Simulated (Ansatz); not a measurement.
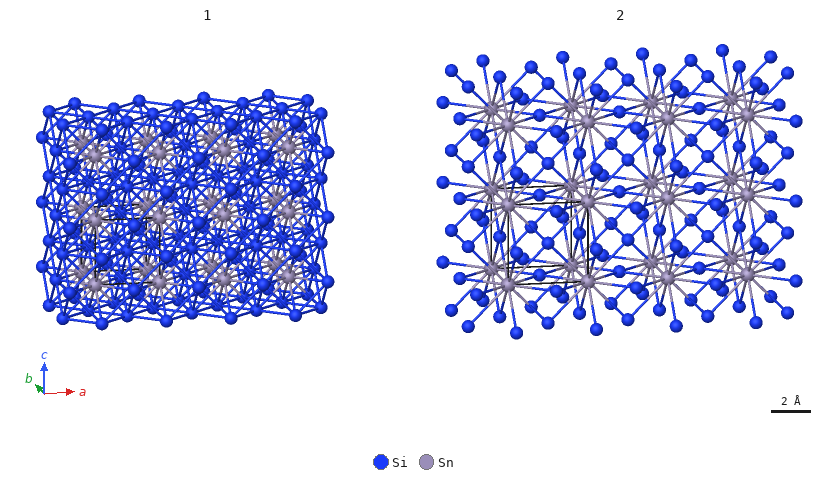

Two geometries of crystalline Si3Sn (a generated structure, set up in Pm-3m) (coarse preliminary run), drawn at one scale. One is the start of a relaxation, the other its converged end. Style: ball-and-stick. Shown: the cell of the calculation, repeated 3 × 1 × 2 with one cell outlined, slightly off an axis.

The calculation used DFT PBE, scalar-relativistic, plane waves, PAW (Ansatz). (plane-wave cutoff 420 eV; k-point mesh 6 × 6 × 6; occupations gaussian; smearing width 0.1 eV; no spin polarisation; cell and atoms relaxed; force threshold 0.05 eV/Å; at most 80 steps)

**Which one is relaxed?**

Structure 2 is the relaxed one. After 8 accepted moves (10 points after the start) the energy has fallen by 2713 meV per atom. All forces vanish by symmetry, so only the cell relaxes. The pressure goes from 177.30 to 0.00 GPa. At 2 points the geometry stayed and the basis and grid were re-selected for the new cell (energy shift of 41.8 meV per atom at most each time). No atom moves by more than 0.005 Å relative to the cell. The drawn cell changes as follows: a = b = c 3.392 → 4.196 Å (+23.7 %); the volume changes by +89.4 %. Among the contacts that change: Si–Sn 2.398 → 2.967 Å, Si–Si 2.398 → 2.967 Å. The space group stays Pm-3m (No. 221). The run took 7.8 s on 2 threads of Oxide Virtual Turin-like Processor (Zen 5) (shared host), peak memory 0.4 GiB.
